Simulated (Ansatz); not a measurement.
# Geometry relaxation of C$_{2}$H$_{10}$AlAs (part 2 of 2)

The same run, continued: C$_{2}$H$_{10}$AlAs; RKS PBE0-D4/def2-SVP (Ansatz 0.2.0). The input holds or restrains some coordinates. Forces given for the steps count only the free coordinates. It belongs to a series of runs on one base structure; here: pulled along the bonds that form and break, towards end A.

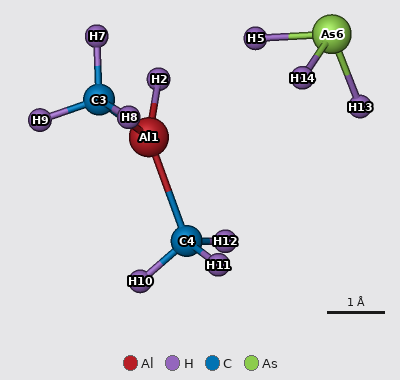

*The geometry at step 7 of the log (ball-and-stick view, seen at a tilt; atoms are numbered from 1 in the order of the input).*

Trajectory as extended XYZ, continued
```
14
Properties=species:S:1:pos:R:3:forces:R:3 step=4 energy=-69650.04596
Al   -0.4027    0.5081    0.2748    0.4586  -0.4372  -0.8879
H    -1.3877    0.8695   -0.9346   -0.2684   0.3151   0.1707
C     1.1128    1.7519    0.3871   -0.1867   0.0116   0.1279
C    -1.1096   -0.9879    1.3047   -0.0231   0.1040   0.1175
H    -0.2941   -0.1986   -1.9588    0.3396  -0.0381  -0.6593
As    0.7745   -1.2473   -2.4405   -0.2013   0.3079   3.2346
H     1.1032    2.3714   -0.5241   -0.0767   0.0216  -0.0102
H     2.1576    1.4584    0.5620   -0.0997  -0.2962   0.1134
H     0.8228    2.4106    1.2188    0.1330   0.3534   0.1618
H    -1.5662   -0.4653    2.1593   -0.2487  -0.1248   0.3194
H    -0.5129   -1.8135    1.7131    0.2772   0.1218  -0.0003
H    -1.9367   -1.4345    0.7309   -0.0437   0.0589  -0.0262
H    -0.1483   -2.2029   -1.6375    0.2038  -0.2214  -0.6436
H     1.3874   -1.0196   -0.8552   -0.2639  -0.1766  -2.0178
14
Properties=species:S:1:pos:R:3:forces:R:3 step=5 energy=-69650.34047
Al   -0.4829    0.6088    0.3713    0.9750  -0.8361  -0.5269
H    -1.3424    0.8730   -0.8886   -0.7678   0.5101  -0.3709
C     1.0910    1.7823    0.4329   -0.2043   0.1661   0.2228
C    -1.1267   -0.9568    1.3476   -0.2031   0.2322   0.2580
H    -0.2475   -0.2293   -2.0915    0.0987   0.0274  -0.3077
As    0.7812   -1.3198   -2.4343   -0.1521   0.0853   1.0616
H     1.0955    2.3665   -0.5054   -0.0437  -0.0315   0.0952
H     2.1187    1.4173    0.5971   -0.2139  -0.1847   0.1276
H     0.8564    2.4934    1.2464    0.2551   0.2136   0.0140
H    -1.6264   -0.4993    2.2229   -0.1285  -0.2818   0.1834
H    -0.4801   -1.7667    1.7190    0.1747   0.2234  -0.0111
H    -1.9261   -1.4173    0.7395    0.0586   0.0777   0.0437
H    -0.1445   -2.3096   -1.7142    0.0986  -0.1160  -0.2568
H     1.4339   -1.0425   -1.0427    0.0527  -0.0858  -0.5331
14
Properties=species:S:1:pos:R:3:forces:R:3 step=6 energy=-69650.52247
Al   -0.4727    0.5833    0.3002    0.5009  -0.2238   0.3575
H    -1.3312    0.8572   -0.9565   -0.6269   0.3498  -0.4742
C     1.0496    1.8079    0.5138   -0.0233  -0.0440  -0.0561
C    -1.1301   -0.8882    1.4155   -0.0649   0.0115  -0.0151
H    -0.2512   -0.2584   -2.1398   -0.0024   0.0659  -0.2726
As    0.7370   -1.3531   -2.5515   -0.0312  -0.0013   0.7452
H     1.1535    2.3312   -0.4545    0.0827   0.0262   0.1158
H     2.0256    1.3549    0.7626   -0.1241  -0.0016   0.0331
H     0.8396    2.5801    1.2770    0.0400  -0.0400  -0.0258
H    -1.6863   -0.4918    2.2866    0.0509  -0.0605  -0.0291
H    -0.3919   -1.6133    1.7978    0.0006   0.1095  -0.0198
H    -1.8628   -1.4345    0.7932    0.0502  -0.0409   0.1335
H    -0.1564   -2.3686   -1.8315    0.0746  -0.0711  -0.1738
H     1.4773   -1.1067   -1.2129    0.0728  -0.0796  -0.3184
14
Properties=species:S:1:pos:R:3:forces:R:3 step=7 energy=-69650.56884
Al   -0.5195    0.6219    0.2538    0.3580  -0.1491   0.4225
H    -1.3313    0.8554   -1.0482   -0.5517   0.3178  -0.3916
C     1.0098    1.8210    0.5636    0.2870  -0.0775  -0.2376
C    -1.1241   -0.8275    1.4370    0.0457  -0.3361  -0.1166
H    -0.2809   -0.2820   -2.2018   -0.0550   0.0927   0.0303
As    0.6829   -1.3836   -2.6045    0.2933  -0.2482   0.0276
H     1.2573    2.3691   -0.3757   -0.0452  -0.1961   0.3753
H     1.9242    1.2850    0.9030   -0.2640   0.1640  -0.1036
H     0.7912    2.5824    1.3332   -0.0224  -0.0132  -0.0017
H    -1.6779   -0.4474    2.3144    0.0327   0.0211  -0.0197
H    -0.2899   -1.4492    1.8322   -0.2569   0.1851  -0.1172
H    -1.8230   -1.4958    0.8824    0.2712   0.1967   0.2267
H    -0.1734   -2.4594   -1.9387    0.0515   0.0565   0.0231
H     1.5547   -1.1898   -1.3507   -0.1444  -0.0137  -0.1174
14
Properties=species:S:1:pos:R:3:forces:R:3 step=8 energy=-69650.58419
Al   -0.5486    0.6407    0.2191    0.4789  -0.2188   0.5449
H    -1.3537    0.8792   -1.0786   -0.5993   0.3314  -0.4613
C     0.9952    1.8049    0.5716    0.1822  -0.0192  -0.1585
C    -1.1075   -0.8073    1.4237    0.0075  -0.2243  -0.0821
H    -0.2760   -0.3003   -2.1598   -0.1216   0.1271  -0.0608
As    0.6736   -1.3912   -2.6208    0.1497  -0.1678  -0.0737
H     1.2939    2.3604   -0.3415   -0.0418  -0.1135   0.2190
H     1.8810    1.2466    0.9364   -0.1633   0.0834  -0.0625
H     0.7663    2.5593    1.3453   -0.0213  -0.0071  -0.0028
H    -1.6600   -0.4234    2.3002    0.0118   0.0198  -0.0176
H    -0.2504   -1.3861    1.8238   -0.1442   0.1206  -0.0783
H    -1.7840   -1.5166    0.9038    0.1483   0.1357   0.1337
H    -0.1661   -2.4663   -1.9429    0.0032  -0.0329   0.0259
H     1.5364   -1.1997   -1.3803    0.1100  -0.0346   0.0742
14
Properties=species:S:1:pos:R:3:forces:R:3 step=9 energy=-69650.59781
Al   -0.5661    0.6436    0.2056    0.4597  -0.2332   0.4458
H    -1.3838    0.9000   -1.0811   -0.5984   0.3454  -0.4554
C     0.9910    1.7761    0.5712   -0.0309   0.0062   0.0178
C    -1.1156   -0.7948    1.4157    0.0042   0.0311   0.0053
H    -0.2953   -0.3066   -2.1242   -0.1283   0.1588   0.0227
As    0.6364   -1.3857   -2.6388    0.2605  -0.2685  -0.0207
H     1.3186    2.3322   -0.3210    0.0292   0.0103  -0.0061
H     1.8491    1.2009    0.9556    0.0124  -0.0082   0.0014
H     0.7488    2.5261    1.3457    0.0029   0.0025  -0.0002
H    -1.6540   -0.3883    2.2904   -0.0094  -0.0026   0.0023
H    -0.2522   -1.3524    1.8139    0.0082  -0.0133   0.0051
H    -1.7920   -1.5107    0.9236   -0.0147  -0.0311   0.0122
H    -0.1070   -2.4714   -1.8671    0.0072   0.0046  -0.0019
H     1.6222   -1.1689   -1.4896   -0.0025  -0.0020  -0.0283
```

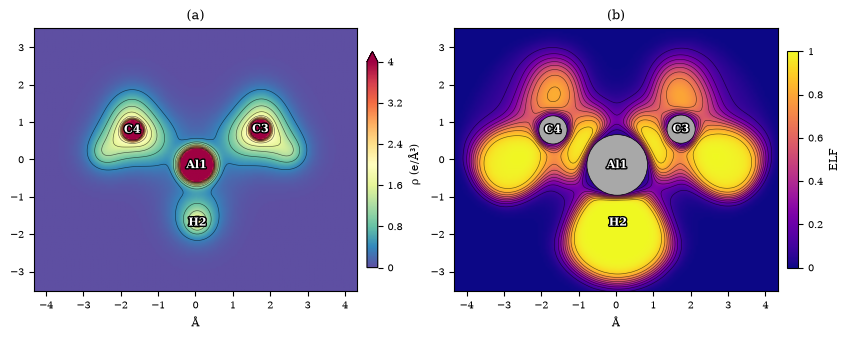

*(a) total electron density; (b) electron localisation function on the plane of atoms H2, Al1 and C3. Grey discs, where drawn, cover atomic cores.*

The section cuts through Al, H and C sites.

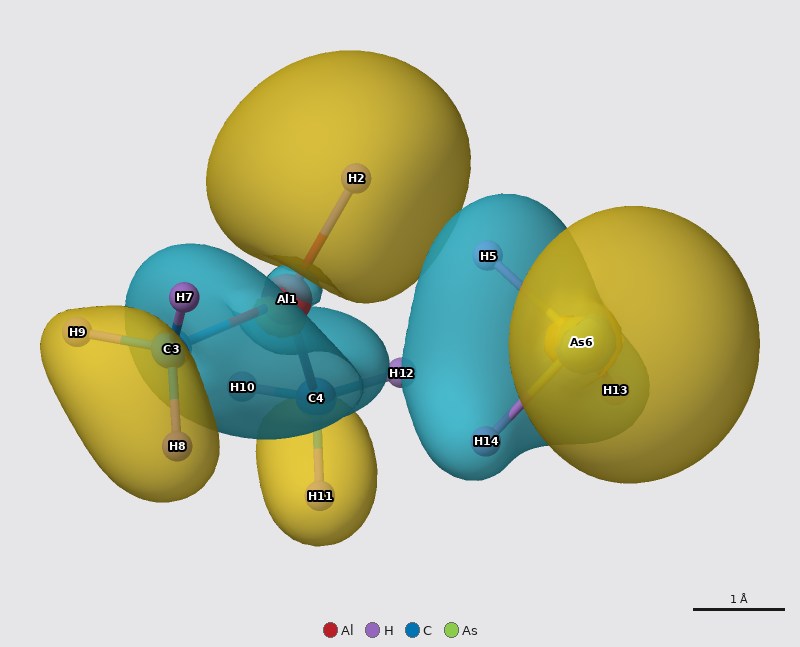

*The HOMO at ±0.06 Å⁻³ᐟ² (yellow and cyan are the two phases), seen from the side.*

Its weight (Hirshfeld) is mainly on As6 (30 %), H2 (25 %), Al1 (20 %) and C3 (10 %). Its energy is −7.59 eV.

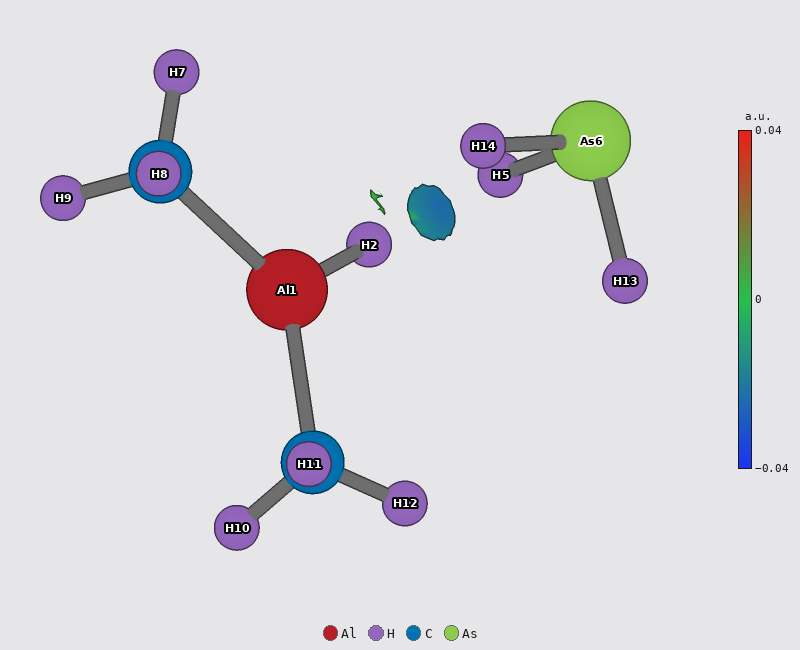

*Non-covalent interaction (NCI) plot: the surface where the reduced density gradient is 0.4, for densities under 0.05 a.u., coloured by sign(λ₂)ρ; seen face on.*

The run was set up as follows.

The input
```yaml
crystal:
  periodic: [false, false, false]
  atoms:
    - { symbol: Al, position_ang: [-0.0625, 0.1889, 0.1009] }
    - { symbol: H, position_ang: [-1.3586, 0.7362, -1.3254] }
    - { symbol: C, position_ang: [1.1132, 1.7487, 0.3824] }
    - { symbol: C, position_ang: [-1.1076, -0.9852, 1.2978] }
    - { symbol: H, position_ang: [-0.6541, 0.1421, -1.6812] }
    - { symbol: As, position_ang: [0.753, -1.1424, -2.2282] }
    - { symbol: H, position_ang: [1.1063, 2.3706, -0.5219] }
    - { symbol: H, position_ang: [2.1592, 1.4693, 0.5577] }
    - { symbol: H, position_ang: [0.8214, 2.3994, 1.212] }
    - { symbol: H, position_ang: [-1.5583, -0.4645, 2.1491] }
    - { symbol: H, position_ang: [-0.5235, -1.8162, 1.7125] }
    - { symbol: H, position_ang: [-1.9345, -1.4364, 0.7336] }
    - { symbol: H, position_ang: [-0.1552, -2.1939, -1.6124] }
    - { symbol: H, position_ang: [1.4012, -1.0165, -0.7769] }
basis:
  gaussian: { orbitals: def2-SVP }
hamiltonian:
  xc: pbe0
  dispersion: d4
relax:
  f_tol: 0.15
  max_steps: 25
  restrain:
    - { distance: [0, 5], at: 3.7, k: 30.0 }
    - { distance: [4, 1], at: 1.92, k: 30.0 }
    - { distance: [0, 1], at: 1.52, k: 30.0 }
    - { distance: [4, 5], at: 1.5, k: 30.0 }
output:
  orbitals: {}
```

Run as:
```bash
ansatz run input.yaml --threads 4 --pin off --max-ram 5120MiB --backend cpu --events-out ev --progress --plain --runs-dir out
```

Summary

| quantity | value |
| --- | --- |
| outcome | converged under the restraints of the input |
| total energy | −69650.5978 eV |
| mean-field energy | −69650.3782 eV |
| largest force (length of the vector) at the end, held atoms and coordinates included | 0.828 eV/Å |
| hardware | 4 threads of Arm Neoverse N1, 16 GiB of memory available, shared host |
| wall time | 37 s (CPU time 2.3 min) |
| peak memory | 0.34 GiB |
